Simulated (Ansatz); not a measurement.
## Molecular dynamics, with input and output: BNH4SCl2 (part 1 of 4)

- system: BNH4SCl2
- method: RKS PBE0-D4/def2-SVP (Ansatz 0.2.0)

It belongs to a series of runs on one base structure; here: dynamics from the highest image of the converged band. Figures and captions count atoms from 1; the log counts them from 0 in places.

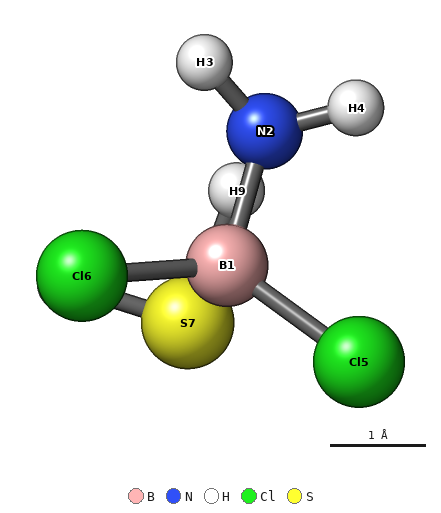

**Figure 1.** The starting structure (ball-and-stick view, seen at an oblique angle; atoms are numbered from 1 in the order of the input). Bond lengths as drawn: B–Cl 1.80 to 1.81 Å, B–N 1.52 Å, H–N 1.02 Å and H–S 1.35 to 1.51 Å.

Input
```yaml
crystal:
  periodic: [false, false, false]
  atoms:
    - { symbol: B, position_ang: [-0.106098, 0.25407, 0.243415] }
    - { symbol: "N", position_ang: [-0.084521, 0.070137, 1.752972] }
    - { symbol: H, position_ang: [-0.843983, -0.501864, 2.116691] }
    - { symbol: H, position_ang: [0.804987, -0.262309, 2.120319] }
    - { symbol: Cl, position_ang: [1.522271, 0.129603, -0.520357] }
    - { symbol: Cl, position_ang: [-1.48177, -0.559193, -0.597394] }
    - { symbol: S, position_ang: [-0.524934, 2.376604, 0.381907] }
    - { symbol: H, position_ang: [-1.869728, 2.250255, 0.431697] }
    - { symbol: H, position_ang: [-0.329524, 1.552898, 1.63265] }
basis:
  gaussian: { orbitals: def2-SVP }
hamiltonian:
  xc: pbe0
  dispersion: d4
md:
  timestep: 0.5
  n_steps: 200
  ensemble: nve
  temperature: 300.0
  initial_velocities: maxwell_boltzmann
  seed: 10373
```

Hardware: 2 threads of Arm Neoverse V2, 24 GiB of memory available, shared host.

Run as:
```bash
ansatz run input.yaml --threads 2 --pin off --max-ram 3072MiB --backend cpu --events-out ev --progress --plain --runs-dir out
```

Output
```
Engine: ansatz 0.2.0, aarch64-unknown-linux-gnu
Functional definition: PBE0
  parameter a = 0.25
  parameter kappa = 0.804
  parameter beta = 0.06672455060314922
  exchange = (1 - a)*pbe_x(kappa = kappa, mu = beta*pi^2/3) + a*exact_x
  correlation = pbe_c(beta = beta)
1073 factors; integrals over basis functions are off by at most 4.5e-4 eV
mean field evaluation 1: about -38083.4529 eV, gradient 4.5e1 eV
mean field evaluation 2: about -38078.6988 eV, gradient 6.3e1 eV
mean field evaluation 4: about -38087.4262 eV, gradient 2.2e0 eV
mean field evaluation 8: about -38087.4981 eV, gradient 7.6e-2 eV
mean field evaluation 16: about -38087.4981 eV, gradient 7.0e-5 eV
mean field -38087.49813844 eV, -1399.6897399543 hartree, gradient 7.0e-5 eV, S^2 0.000000; 0 other end points of the search recorded, 0 dependent functions left out
the calculation of the forces begins
reference -38087.49816022 eV, -1399.6897407545 hartree; 33, 33 occupied and 69, 69 virtual orbitals, 1073 factors
md step     0: t =     0.00 fs  T =   300.0 K  F+E_penalty+E_count = -38087.74069886 eV  E_kin = 0.271446 eV  conserved = -38087.46925286 eV  (26 SCF iters)
these checks for a lower state are left out or cut short: starts, cluster_reference, orbital_swaps, neighbouring_geometries, increment
1073 factors; integrals over basis functions are off by at most 4.5e-4 eV
mean field -38087.49643238 eV, -1399.6896772576 hartree, gradient 1.3e-5 eV, S^2 0.000000; 0 other end points of the search recorded, 0 dependent functions left out
the calculation of the forces begins
reference -38087.49645417 eV, -1399.6896780584 hartree; 33, 33 occupied and 69, 69 virtual orbitals, 1073 factors
md step     1: t =     0.50 fs  T =   298.3 K  F+E_penalty+E_count = -38087.73910507 eV  E_kin = 0.269884 eV  conserved = -38087.46922084 eV  (30 SCF iters, 3 dispersion substeps)
[... from here on the SCF iterations and repeated set-up lines of each step are left out, up to the last step ...]
md step     2: t =     1.00 fs  T =   293.6 K  F+E_penalty+E_count = -38087.73474973 eV  E_kin = 0.265616 eV  conserved = -38087.46913346 eV  (30 SCF iters, 3 dispersion substeps)
md step     3: t =     1.50 fs  T =   287.3 K  F+E_penalty+E_count = -38087.72900141 eV  E_kin = 0.259976 eV  conserved = -38087.46902497 eV  (30 SCF iters, 3 dispersion substeps)
md step     4: t =     2.00 fs  T =   281.4 K  F+E_penalty+E_count = -38087.72356008 eV  E_kin = 0.254621 eV  conserved = -38087.46893861 eV  (30 SCF iters, 3 dispersion substeps)
md step     5: t =     2.50 fs  T =   277.3 K  F+E_penalty+E_count = -38087.71979484 eV  E_kin = 0.250890 eV  conserved = -38087.46890519 eV  (30 SCF iters, 3 dispersion substeps)
md step     6: t =     3.00 fs  T =   275.6 K  F+E_penalty+E_count = -38087.71827073 eV  E_kin = 0.249342 eV  conserved = -38087.46892849 eV  (30 SCF iters, 3 dispersion substeps)
md step     7: t =     3.50 fs  T =   276.0 K  F+E_penalty+E_count = -38087.71868725 eV  E_kin = 0.249701 eV  conserved = -38087.46898575 eV  (30 SCF iters, 3 dispersion substeps)
md step     8: t =     4.00 fs  T =   277.6 K  F+E_penalty+E_count = -38087.72021410 eV  E_kin = 0.251170 eV  conserved = -38087.46904426 eV  (30 SCF iters, 3 dispersion substeps)
md step     9: t =     4.50 fs  T =   279.5 K  F+E_penalty+E_count = -38087.72199289 eV  E_kin = 0.252915 eV  conserved = -38087.46907805 eV  (30 SCF iters, 3 dispersion substeps)
md step    10: t =     5.00 fs  T =   281.2 K  F+E_penalty+E_count = -38087.72354110 eV  E_kin = 0.254464 eV  conserved = -38087.46907745 eV  (30 SCF iters, 3 dispersion substeps)
md step    11: t =     5.50 fs  T =   282.8 K  F+E_penalty+E_count = -38087.72490632 eV  E_kin = 0.255857 eV  conserved = -38087.46904952 eV  (30 SCF iters, 3 dispersion substeps)
md step    12: t =     6.00 fs  T =   284.7 K  F+E_penalty+E_count = -38087.72656865 eV  E_kin = 0.257559 eV  conserved = -38087.46900954 eV  (30 SCF iters, 3 dispersion substeps)
md step    13: t =     6.50 fs  T =   287.6 K  F+E_penalty+E_count = -38087.72919659 eV  E_kin = 0.260222 eV  conserved = -38087.46897447 eV  (30 SCF iters, 3 dispersion substeps)
md step    14: t =     7.00 fs  T =   292.2 K  F+E_penalty+E_count = -38087.73337389 eV  E_kin = 0.264417 eV  conserved = -38087.46895736 eV  (31 SCF iters, 3 dispersion substeps)
md step    15: t =     7.50 fs  T =   298.9 K  F+E_penalty+E_count = -38087.73939348 eV  E_kin = 0.270430 eV  conserved = -38087.46896331 eV  (31 SCF iters, 3 dispersion substeps)
md step    16: t =     8.00 fs  T =   307.5 K  F+E_penalty+E_count = -38087.74717707 eV  E_kin = 0.278188 eV  conserved = -38087.46898879 eV  (30 SCF iters, 3 dispersion substeps)
md step    17: t =     8.50 fs  T =   317.5 K  F+E_penalty+E_count = -38087.75633525 eV  E_kin = 0.287312 eV  conserved = -38087.46902313 eV  (28 SCF iters, 3 dispersion substeps)
md step    18: t =     9.00 fs  T =   328.6 K  F+E_penalty+E_count = -38087.76634245 eV  E_kin = 0.297290 eV  conserved = -38087.46905268 eV  (30 SCF iters, 3 dispersion substeps)
md step    19: t =     9.50 fs  T =   340.1 K  F+E_penalty+E_count = -38087.77675458 eV  E_kin = 0.307687 eV  conserved = -38087.46906801 eV  (30 SCF iters, 3 dispersion substeps)
md step    20: t =    10.00 fs  T =   351.8 K  F+E_penalty+E_count = -38087.78735673 eV  E_kin = 0.318286 eV  conserved = -38087.46907078 eV  (30 SCF iters, 3 dispersion substeps)
md step    21: t =    10.50 fs  T =   363.7 K  F+E_penalty+E_count = -38087.79813349 eV  E_kin = 0.329058 eV  conserved = -38087.46907596 eV  (30 SCF iters, 3 dispersion substeps)
md step    22: t =    11.00 fs  T =   375.7 K  F+E_penalty+E_count = -38087.80903815 eV  E_kin = 0.339934 eV  conserved = -38087.46910383 eV  (30 SCF iters, 3 dispersion substeps)
md step    23: t =    11.50 fs  T =   387.4 K  F+E_penalty+E_count = -38087.81968656 eV  E_kin = 0.350522 eV  conserved = -38087.46916457 eV  (30 SCF iters, 3 dispersion substeps)
md step    24: t =    12.00 fs  T =   397.8 K  F+E_penalty+E_count = -38087.82920871 eV  E_kin = 0.359963 eV  conserved = -38087.46924605 eV  (30 SCF iters, 3 dispersion substeps)
md step    25: t =    12.50 fs  T =   405.7 K  F+E_penalty+E_count = -38087.83643726 eV  E_kin = 0.367121 eV  conserved = -38087.46931625 eV  (29 SCF iters, 3 dispersion substeps)
md step    26: t =    13.00 fs  T =   410.1 K  F+E_penalty+E_count = -38087.84039436 eV  E_kin = 0.371054 eV  conserved = -38087.46933998 eV  (30 SCF iters, 3 dispersion substeps)
md step    27: t =    13.50 fs  T =   410.6 K  F+E_penalty+E_count = -38087.84082197 eV  E_kin = 0.371522 eV  conserved = -38087.46929972 eV  (30 SCF iters, 3 dispersion substeps)
md step    28: t =    14.00 fs  T =   408.1 K  F+E_penalty+E_count = -38087.83845032 eV  E_kin = 0.369246 eV  conserved = -38087.46920449 eV  (30 SCF iters, 3 dispersion substeps)
md step    29: t =    14.50 fs  T =   404.2 K  F+E_penalty+E_count = -38087.83485444 eV  E_kin = 0.365768 eV  conserved = -38087.46908640 eV  (29 SCF iters, 3 dispersion substeps)
md step    30: t =    15.00 fs  T =   401.2 K  F+E_penalty+E_count = -38087.83195810 eV  E_kin = 0.362972 eV  conserved = -38087.46898608 eV  (30 SCF iters, 3 dispersion substeps)
md step    31: t =    15.50 fs  T =   400.6 K  F+E_penalty+E_count = -38087.83139835 eV  E_kin = 0.362461 eV  conserved = -38087.46893724 eV  (30 SCF iters, 3 dispersion substeps)
md step    32: t =    16.00 fs  T =   403.4 K  F+E_penalty+E_count = -38087.83399045 eV  E_kin = 0.365034 eV  conserved = -38087.46895605 eV  (29 SCF iters, 3 dispersion substeps)
md step    33: t =    16.50 fs  T =   409.4 K  F+E_penalty+E_count = -38087.83946941 eV  E_kin = 0.370433 eV  conserved = -38087.46903607 eV  (30 SCF iters, 3 dispersion substeps)
md step    34: t =    17.00 fs  T =   417.1 K  F+E_penalty+E_count = -38087.84658500 eV  E_kin = 0.377434 eV  conserved = -38087.46915128 eV  (29 SCF iters, 3 dispersion substeps)
md step    35: t =    17.50 fs  T =   424.7 K  F+E_penalty+E_count = -38087.85351537 eV  E_kin = 0.384253 eV  conserved = -38087.46926233 eV  (29 SCF iters, 3 dispersion substeps)
md step    36: t =    18.00 fs  T =   430.1 K  F+E_penalty+E_count = -38087.85848139 eV  E_kin = 0.389151 eV  conserved = -38087.46933023 eV  (26 SCF iters, 3 dispersion substeps)
md step    37: t =    18.50 fs  T =   432.2 K  F+E_penalty+E_count = -38087.86036395 eV  E_kin = 0.391035 eV  conserved = -38087.46932923 eV  (30 SCF iters, 3 dispersion substeps)
md step    38: t =    19.00 fs  T =   430.9 K  F+E_penalty+E_count = -38087.85910529 eV  E_kin = 0.389847 eV  conserved = -38087.46925863 eV  (30 SCF iters, 3 dispersion substeps)
md step    39: t =    19.50 fs  T =   427.2 K  F+E_penalty+E_count = -38087.85571373 eV  E_kin = 0.386567 eV  conserved = -38087.46914650 eV  (30 SCF iters, 3 dispersion substeps)
md step    40: t =    20.00 fs  T =   423.1 K  F+E_penalty+E_count = -38087.85183393 eV  E_kin = 0.382796 eV  conserved = -38087.46903831 eV  (30 SCF iters, 3 dispersion substeps)
md step    41: t =    20.50 fs  T =   420.1 K  F+E_penalty+E_count = -38087.84905885 eV  E_kin = 0.380085 eV  conserved = -38087.46897413 eV  (30 SCF iters, 3 dispersion substeps)
md step    42: t =    21.00 fs  T =   419.3 K  F+E_penalty+E_count = -38087.84831842 eV  E_kin = 0.379349 eV  conserved = -38087.46896963 eV  (30 SCF iters, 3 dispersion substeps)
md step    43: t =    21.50 fs  T =   420.7 K  F+E_penalty+E_count = -38087.84963908 eV  E_kin = 0.380627 eV  conserved = -38087.46901182 eV  (30 SCF iters, 3 dispersion substeps)
md step    44: t =    22.00 fs  T =   423.6 K  F+E_penalty+E_count = -38087.85234252 eV  E_kin = 0.383272 eV  conserved = -38087.46907082 eV  (30 SCF iters, 3 dispersion substeps)
md step    45: t =    22.50 fs  T =   427.0 K  F+E_penalty+E_count = -38087.85550149 eV  E_kin = 0.386383 eV  conserved = -38087.46911870 eV  (30 SCF iters, 3 dispersion substeps)
md step    46: t =    23.00 fs  T =   430.2 K  F+E_penalty+E_count = -38087.85837255 eV  E_kin = 0.389231 eV  conserved = -38087.46914158 eV  (30 SCF iters, 3 dispersion substeps)
md step    47: t =    23.50 fs  T =   432.7 K  F+E_penalty+E_count = -38087.86061789 eV  E_kin = 0.391478 eV  conserved = -38087.46913997 eV  (31 SCF iters, 3 dispersion substeps)
md step    48: t =    24.00 fs  T =   434.5 K  F+E_penalty+E_count = -38087.86229409 eV  E_kin = 0.393170 eV  conserved = -38087.46912447 eV  (31 SCF iters, 3 dispersion substeps)
md step    49: t =    24.50 fs  T =   436.1 K  F+E_penalty+E_count = -38087.86368884 eV  E_kin = 0.394582 eV  conserved = -38087.46910668 eV  (31 SCF iters, 3 dispersion substeps)
md step    50: t =    25.00 fs  T =   437.7 K  F+E_penalty+E_count = -38087.86512546 eV  E_kin = 0.396029 eV  conserved = -38087.46909613 eV  (31 SCF iters, 3 dispersion substeps)
md step    51: t =    25.50 fs  T =   439.6 K  F+E_penalty+E_count = -38087.86681194 eV  E_kin = 0.397716 eV  conserved = -38087.46909627 eV  (30 SCF iters, 3 dispersion substeps)
md step    52: t =    26.00 fs  T =   441.7 K  F+E_penalty+E_count = -38087.86878314 eV  E_kin = 0.399679 eV  conserved = -38087.46910393 eV  (31 SCF iters, 3 dispersion substeps)
md step    53: t =    26.50 fs  T =   444.1 K  F+E_penalty+E_count = -38087.87094527 eV  E_kin = 0.401834 eV  conserved = -38087.46911170 eV  (24 SCF iters, 3 dispersion substeps)
md step    54: t =    27.00 fs  T =   446.6 K  F+E_penalty+E_count = -38087.87319998 eV  E_kin = 0.404090 eV  conserved = -38087.46910995 eV  (28 SCF iters, 3 dispersion substeps)
md step    55: t =    27.50 fs  T =   449.3 K  F+E_penalty+E_count = -38087.87559656 eV  E_kin = 0.406504 eV  conserved = -38087.46909231 eV  (23 SCF iters, 3 dispersion substeps)
md step    56: t =    28.00 fs  T =   452.4 K  F+E_penalty+E_count = -38087.87841994 eV  E_kin = 0.409356 eV  conserved = -38087.46906344 eV  (23 SCF iters, 3 dispersion substeps)
md step    57: t =    28.50 fs  T =   456.5 K  F+E_penalty+E_count = -38087.88211164 eV  E_kin = 0.413071 eV  conserved = -38087.46904061 eV  (24 SCF iters, 3 dispersion substeps)
md step    58: t =    29.00 fs  T =   461.9 K  F+E_penalty+E_count = -38087.88699708 eV  E_kin = 0.417950 eV  conserved = -38087.46904733 eV  (30 SCF iters, 3 dispersion substeps)
md step    59: t =    29.50 fs  T =   468.4 K  F+E_penalty+E_count = -38087.89292958 eV  E_kin = 0.423832 eV  conserved = -38087.46909745 eV  (30 SCF iters, 3 dispersion substeps)
md step    60: t =    30.00 fs  T =   475.1 K  F+E_penalty+E_count = -38087.89908897 eV  E_kin = 0.429908 eV  conserved = -38087.46918079 eV  (31 SCF iters, 3 dispersion substeps)
md step    61: t =    30.50 fs  T =   480.6 K  F+E_penalty+E_count = -38087.90414333 eV  E_kin = 0.434879 eV  conserved = -38087.46926445 eV  (30 SCF iters, 3 dispersion substeps)
md step    62: t =    31.00 fs  T =   483.5 K  F+E_penalty+E_count = -38087.90676749 eV  E_kin = 0.437461 eV  conserved = -38087.46930681 eV  (31 SCF iters, 3 dispersion substeps)
md step    63: t =    31.50 fs  T =   483.0 K  F+E_penalty+E_count = -38087.90628064 eV  E_kin = 0.437000 eV  conserved = -38087.46928094 eV  (30 SCF iters, 3 dispersion substeps)
md step    64: t =    32.00 fs  T =   479.5 K  F+E_penalty+E_count = -38087.90306520 eV  E_kin = 0.433878 eV  conserved = -38087.46918733 eV  (30 SCF iters, 3 dispersion substeps)
md step    65: t =    32.50 fs  T =   474.7 K  F+E_penalty+E_count = -38087.89856022 eV  E_kin = 0.429506 eV  conserved = -38087.46905397 eV  (31 SCF iters, 3 dispersion substeps)
md step    66: t =    33.00 fs  T =   470.7 K  F+E_penalty+E_count = -38087.89483419 eV  E_kin = 0.425911 eV  conserved = -38087.46892299 eV  (31 SCF iters, 3 dispersion substeps)
md step    67: t =    33.50 fs  T =   469.8 K  F+E_penalty+E_count = -38087.89392626 eV  E_kin = 0.425091 eV  conserved = -38087.46883544 eV  (30 SCF iters, 3 dispersion substeps)
md step    68: t =    34.00 fs  T =   473.4 K  F+E_penalty+E_count = -38087.89720263 eV  E_kin = 0.428386 eV  conserved = -38087.46881698 eV  (24 SCF iters, 3 dispersion substeps)
md step    69: t =    34.50 fs  T =   481.9 K  F+E_penalty+E_count = -38087.90494803 eV  E_kin = 0.436077 eV  conserved = -38087.46887091 eV  (31 SCF iters, 3 dispersion substeps)
md step    70: t =    35.00 fs  T =   494.4 K  F+E_penalty+E_count = -38087.91631534 eV  E_kin = 0.447338 eV  conserved = -38087.46897691 eV  (31 SCF iters, 3 dispersion substeps)
md step    71: t =    35.50 fs  T =   509.0 K  F+E_penalty+E_count = -38087.92964745 eV  E_kin = 0.460550 eV  conserved = -38087.46909701 eV  (31 SCF iters, 3 dispersion substeps)
md step    72: t =    36.00 fs  T =   523.7 K  F+E_penalty+E_count = -38087.94307219 eV  E_kin = 0.473884 eV  conserved = -38087.46918797 eV  (31 SCF iters, 3 dispersion substeps)
md step    73: t =    36.50 fs  T =   537.1 K  F+E_penalty+E_count = -38087.95517571 eV  E_kin = 0.485958 eV  conserved = -38087.46921730 eV  (31 SCF iters, 3 dispersion substeps)
md step    74: t =    37.00 fs  T =   548.5 K  F+E_penalty+E_count = -38087.96550613 eV  E_kin = 0.496329 eV  conserved = -38087.46917708 eV  (28 SCF iters, 3 dispersion substeps)
md step    75: t =    37.50 fs  T =   558.8 K  F+E_penalty+E_count = -38087.97468652 eV  E_kin = 0.505596 eV  conserved = -38087.46909085 eV  (29 SCF iters, 3 dispersion substeps)
md step    76: t =    38.00 fs  T =   569.2 K  F+E_penalty+E_count = -38087.98404859 eV  E_kin = 0.515045 eV  conserved = -38087.46900365 eV  (29 SCF iters, 3 dispersion substeps)
md step    77: t =    38.50 fs  T =   581.3 K  F+E_penalty+E_count = -38087.99493659 eV  E_kin = 0.525976 eV  conserved = -38087.46896047 eV  (30 SCF iters, 3 dispersion substeps)
md step    78: t =    39.00 fs  T =   595.7 K  F+E_penalty+E_count = -38088.00802441 eV  E_kin = 0.539043 eV  conserved = -38087.46898145 eV  (29 SCF iters, 3 dispersion substeps)
md step    79: t =    39.50 fs  T =   612.2 K  F+E_penalty+E_count = -38088.02300523 eV  E_kin = 0.553951 eV  conserved = -38087.46905416 eV  (30 SCF iters, 3 dispersion substeps)
md step    80: t =    40.00 fs  T =   629.6 K  F+E_penalty+E_count = -38088.03877727 eV  E_kin = 0.569632 eV  conserved = -38087.46914502 eV  (30 SCF iters, 3 dispersion substeps)
md step    81: t =    40.50 fs  T =   646.2 K  F+E_penalty+E_count = -38088.05395303 eV  E_kin = 0.584732 eV  conserved = -38087.46922083 eV  (30 SCF iters, 3 dispersion substeps)
md step    82: t =    41.00 fs  T =   661.0 K  F+E_penalty+E_count = -38088.06737139 eV  E_kin = 0.598106 eV  conserved = -38087.46926495 eV  (30 SCF iters, 3 dispersion substeps)
md step    83: t =    41.50 fs  T =   673.2 K  F+E_penalty+E_count = -38088.07837115 eV  E_kin = 0.609094 eV  conserved = -38087.46927742 eV  (30 SCF iters, 3 dispersion substeps)
md step    84: t =    42.00 fs  T =   682.5 K  F+E_penalty+E_count = -38088.08679054 eV  E_kin = 0.617521 eV  conserved = -38087.46926954 eV  (29 SCF iters, 3 dispersion substeps)
md step    85: t =    42.50 fs  T =   689.1 K  F+E_penalty+E_count = -38088.09279509 eV  E_kin = 0.623541 eV  conserved = -38087.46925423 eV  (30 SCF iters, 3 dispersion substeps)
md step    86: t =    43.00 fs  T =   693.4 K  F+E_penalty+E_count = -38088.09668110 eV  E_kin = 0.627444 eV  conserved = -38087.46923757 eV  (30 SCF iters, 3 dispersion substeps)
md step    87: t =    43.50 fs  T =   695.8 K  F+E_penalty+E_count = -38088.09876447 eV  E_kin = 0.629545 eV  conserved = -38087.46921925 eV  (30 SCF iters, 3 dispersion substeps)
md step    88: t =    44.00 fs  T =   696.5 K  F+E_penalty+E_count = -38088.09938100 eV  E_kin = 0.630188 eV  conserved = -38087.46919289 eV  (30 SCF iters, 3 dispersion substeps)
md step    89: t =    44.50 fs  T =   696.1 K  F+E_penalty+E_count = -38088.09898252 eV  E_kin = 0.629832 eV  conserved = -38087.46915021 eV  (30 SCF iters, 3 dispersion substeps)
md step    90: t =    45.00 fs  T =   695.4 K  F+E_penalty+E_count = -38088.09826943 eV  E_kin = 0.629185 eV  conserved = -38087.46908461 eV  (30 SCF iters, 3 dispersion substeps)
md step    91: t =    45.50 fs  T =   695.5 K  F+E_penalty+E_count = -38088.09828368 eV  E_kin = 0.629285 eV  conserved = -38087.46899900 eV  (30 SCF iters, 3 dispersion substeps)
md step    92: t =    46.00 fs  T =   697.9 K  F+E_penalty+E_count = -38088.10036029 eV  E_kin = 0.631450 eV  conserved = -38087.46890984 eV  (29 SCF iters, 3 dispersion substeps)
md step    93: t =    46.50 fs  T =   704.0 K  F+E_penalty+E_count = -38088.10586673 eV  E_kin = 0.637020 eV  conserved = -38087.46884670 eV  (26 SCF iters, 3 dispersion substeps)
md step    94: t =    47.00 fs  T =   715.0 K  F+E_penalty+E_count = -38088.11574838 eV  E_kin = 0.646907 eV  conserved = -38087.46884141 eV  (29 SCF iters, 3 dispersion substeps)
md step    95: t =    47.50 fs  T =   730.7 K  F+E_penalty+E_count = -38088.13005252 eV  E_kin = 0.661143 eV  conserved = -38087.46890936 eV  (29 SCF iters, 3 dispersion substeps)
md step    96: t =    48.00 fs  T =   750.1 K  F+E_penalty+E_count = -38088.14771069 eV  E_kin = 0.678675 eV  conserved = -38087.46903522 eV  (30 SCF iters, 3 dispersion substeps)
md step    97: t =    48.50 fs  T =   771.0 K  F+E_penalty+E_count = -38088.16678704 eV  E_kin = 0.697612 eV  conserved = -38087.46917512 eV  (29 SCF iters, 3 dispersion substeps)
md step    98: t =    49.00 fs  T =   791.2 K  F+E_penalty+E_count = -38088.18514572 eV  E_kin = 0.715866 eV  conserved = -38087.46927936 eV  (30 SCF iters, 3 dispersion substeps)
```
